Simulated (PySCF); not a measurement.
C2H5N, SMILES `C1NC1`.

Method: B3LYP/6-31+G*; geometry: GFN2-xTB; program: PySCF. No frequency check shows the geometry to be a minimum.

Input script:

```python
import numpy as np
from pyscf import gto, scf, dft, tdscf
from pyscf.scf import atom_ks, atom_hf
from scipy.linalg import block_diag

def solve(mol, dm0=None, hcore=None):
    mf = (dft.UKS if mol.spin else dft.RKS)(mol, xc='b3lyp')
    mf.grids.level = 3
    mf = mf.density_fit(auxbasis='def2-universal-jkfit')
    mf.conv_tol, mf.max_cycle = 1e-8, 80
    if hcore is not None:
        mf.get_hcore = lambda *args: hcore
    mf.kernel(dm0)
    if not mf.converged:
        mf = mf.newton().run(mf.mo_coeff, mf.mo_occ, max_cycle=30)
    assert mf.converged, 'SCF not converged'
    return mf

mol = gto.M(atom='''
C      0.73866    -0.39026     0.02705
N     -0.00005     0.83456    -0.16924
C     -0.73862    -0.39032     0.02705
H      1.26289    -0.74603    -0.84918
H      1.26253    -0.55966     0.96120
H     -0.00004     1.45313     0.63604
H     -1.26283    -0.74612    -0.84917
H     -1.26247    -0.55975     0.96121
''', basis='6-31+g*', charge=0, spin=0, verbose=4)
mf = solve(mol)
td = mf.TDDFT()
td.nstates, td.singlet, td.conv_tol = 4, True, 1e-5
td.kernel()
td.analyze()
x, y = np.array([p[0] for p in td.xy]), np.array([p[1] + 0 * p[0] for p in td.xy])
f, mu = td.oscillator_strength(), td.transition_dipole()
nto = [td.get_nto(state=i + 1, verbose=4) for i in range(len(td.e))]
# spherically averaged free atoms, for the promolecule
atm = atom_ks.get_atm_nrks(mol, xc='b3lyp')
pro = block_diag(*[(atm[a[0]][2] * atm[a[0]][3]) @ atm[a[0]][2].T for a in mol._atom])
np.savez('result.npz', e=td.e, f=f, ok=td.converged, w=[n[0] for n in nto], nto=[n[1] for n in nto], x=x, y=y, c=mf.mo_coeff, occ=mf.mo_occ, eps=mf.mo_energy, pro=pro, mu=mu)
```

Launched as:

```sh
OMP_NUM_THREADS=1 python input.py
```

The run took 61 s on 1 thread of Arm Neoverse V2, on a shared host, peak memory 0.43 GiB.

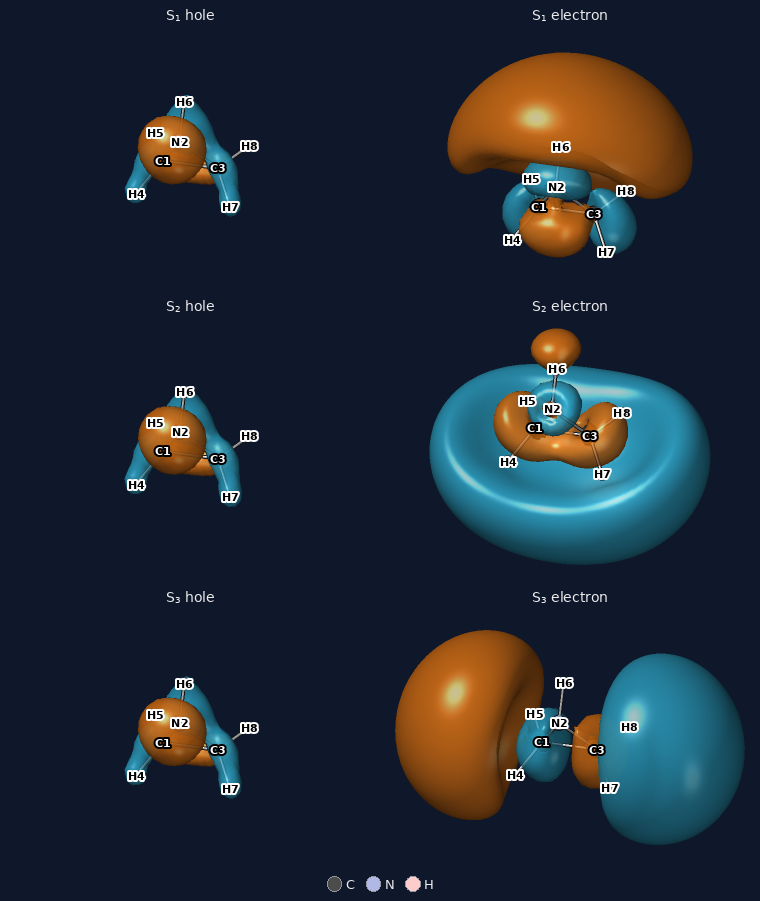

Leading natural transition orbitals (full linear response singlet states).

Q: Describe these excited states.

A: By state:
- S₁: 5.91 eV (210 nm), f = 0.001 (very weak), partly diffuse acceptor orbital; the leading pair carries 100 %; hole on N2 (61 %) and C1 and C3 (12 % each), electron on H6 (25 %), N2 (18 %) and C1 and C3 (17 % each) (atom shares of so diffuse an orbital are rough); their centroids lie 1.5 Å apart.
- S₂: 6.50 eV (191 nm), f = 0.038, diffuse (Rydberg-like) orbital; the leading pair carries 100 %; hole on N2 (59 %) and C1 and C3 (13 % each), electron on C1 and C3 (28 % each), H4 and H7 (10 % each) and H5 and H8 (8 % each) (atom shares of so diffuse an orbital are rough); their centroids lie 2.3 Å apart.
- S₃: 6.63 eV (187 nm), f = 0.007, diffuse (Rydberg-like) orbital; the leading pair carries 100 %; hole on N2 (60 %) and C1 and C3 (12 % each), electron on C1 and C3 (28 % each), H5 and H8 (10 % each) and H4 and H7 (8 % each) (atom shares of so diffuse an orbital are rough); their centroids lie 0.9 Å apart.
